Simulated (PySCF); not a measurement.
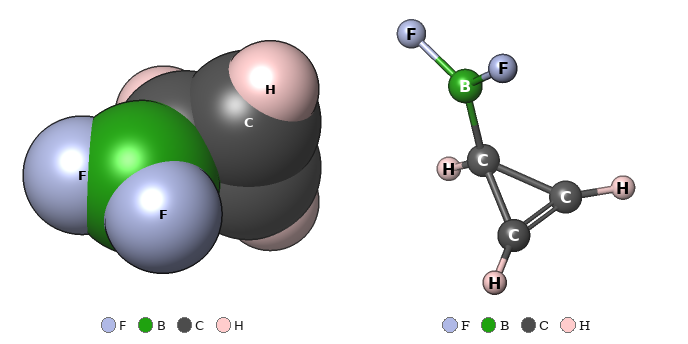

The same structure drawn twice, from different directions.

Computed geometry: GFN2-xTB optimisation. No frequency run is at hand to confirm it as a minimum.

> Which formula does it have?

C3H3BF2, 9 atoms: 3 carbon, 3 hydrogen, 1 boron and 2 fluorine.

> Write the SMILES.

FB(F)C1C=C1

> Which point group does it belong to?

Cs.

> Name some functional groups or characteristic bonds that it holds.

Among them: alkene.

> Does it have rings?

Independent rings (smallest set): 1 of 3 members.

More results for the same structure follow; atom numbers are the same in all pictures, views and colours differ.

Shape

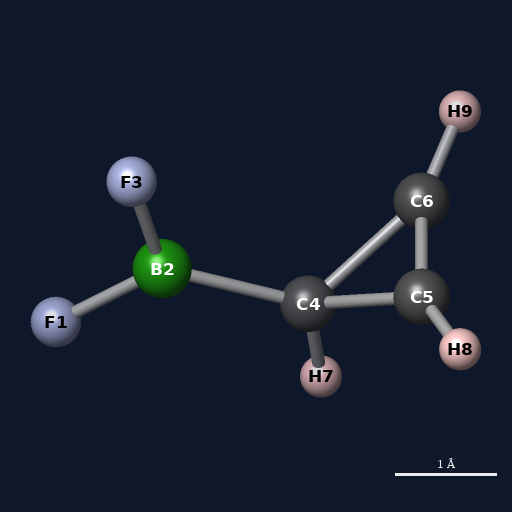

Atoms carry their numbers in the input. No frequency run is at hand to confirm it as a minimum.

List the bonds and their lengths.

```tsv
bond	length (Å)	order
F1–B2	1.322	single
B2–F3	1.324	single
B2–C4	1.544	single
C4–C5	1.531	single
C4–C6	1.531	single
C4–H7	1.089	single
C5–C6	1.286	double
C5–H8	1.060	single
C6–H9	1.060	single
```

Ring current

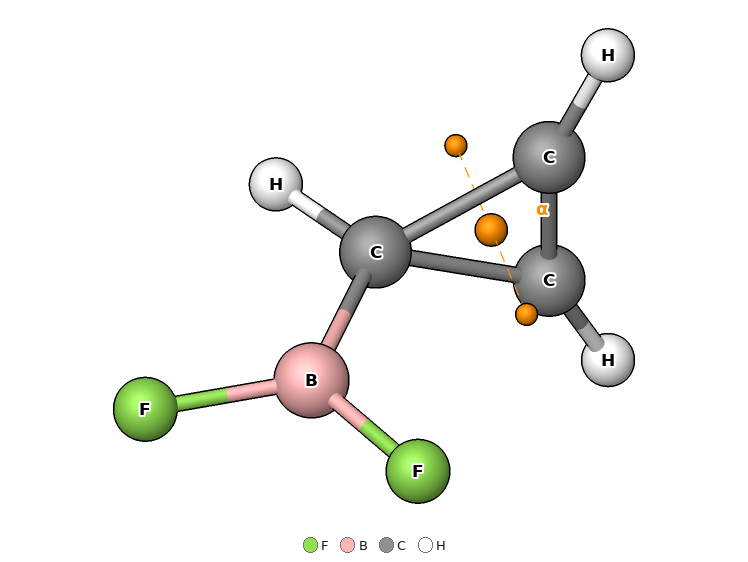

The small points mark where nucleus-independent chemical shifts (NICS) were computed: at the centre of each lettered ring and 1 Å above and below it. No frequency run is at hand to confirm it as a minimum. Method: GIAO PBE0/pcSseg-1 NMR shielding, non-relativistic, gas phase (PySCF 2.14.0).

Give NICS(0), NICS(1) and the out-of-plane component NICS(1)zz for each ring (means of the two sides).

| ring | members | NICS(0) | NICS(1) | NICS(1)zz |
| --- | --- | --- | --- | --- |
| α | C3 | −32.5 | −6.8 | −16.6 |

Values in ppm.

NMR shielding

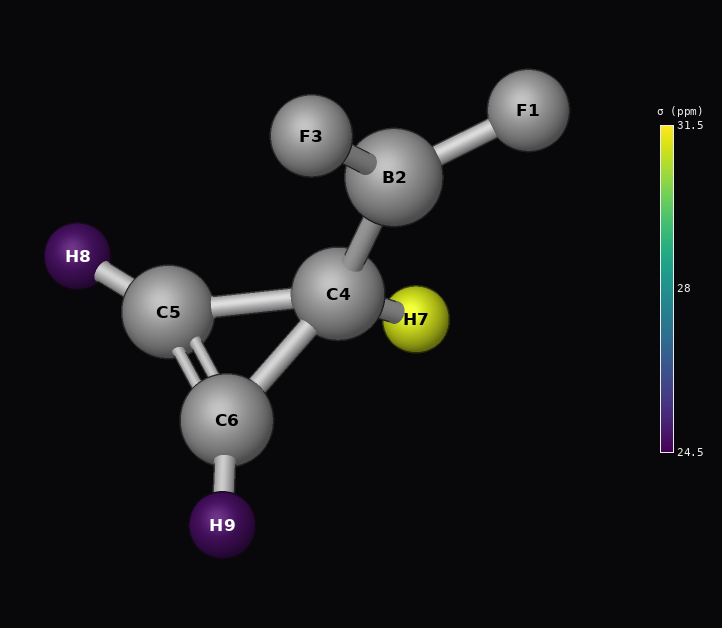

Atoms are coloured by their isotropic NMR shieldings (H only, the others grey). No frequency run is at hand to confirm it as a minimum. Level of theory: GIAO PBE0/pcSseg-1 NMR shielding, non-relativistic, gas phase (PySCF 2.14.0).

Give the isotropic NMR shieldings of the H atoms atom by atom.

```tsv
atom	σ (ppm)
H7	31.03
H8	24.77
H9	24.77
```

Electronic properties

No frequency run is at hand to confirm it as a minimum. Method: PBE0/def2-SVPD, gas phase (PySCF 2.14.0). Excitations: vertical, linear response.

Computed properties:

- dipole moment: 2.54 D
- HOMO energy (Kohn–Sham orbital): −7.72 eV
- LUMO energy (Kohn–Sham orbital): −0.66 eV
- HOMO–LUMO gap: 7.07 eV
- mean static polarisability: 44.6 bohr³
- lowest vertical singlet excitation: 5.90 eV
- its oscillator strength: 0.019
- brightest of the 6 lowest singlets: 6.69 eV
- its oscillator strength: 0.03

The geometry is semi-empirical. Around B such bond lengths and angles can be off by a tenth of an ångström or more and by several degrees, and values that hang on the shape move with them.
